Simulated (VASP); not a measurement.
Band structure of MgSe (rock salt). All values below come from revTPSS meta-GGA, VASP's PBE PAW potentials (set 64) (plane waves; VASP).

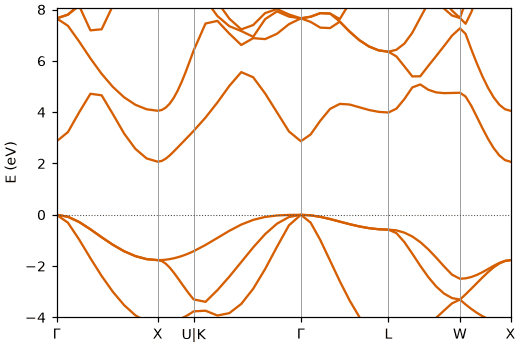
Bands along high-symmetry lines, zero at the valence-band maximum or, without a gap, the Fermi level

Q: Read the plot: is there a gap, and where are the band edges?

A: The gap is indirect, 2.07 eV, from the valence maximum at Γ to the conduction minimum at X.

The compound is MgSe in the rock salt structure. It was relaxed first.
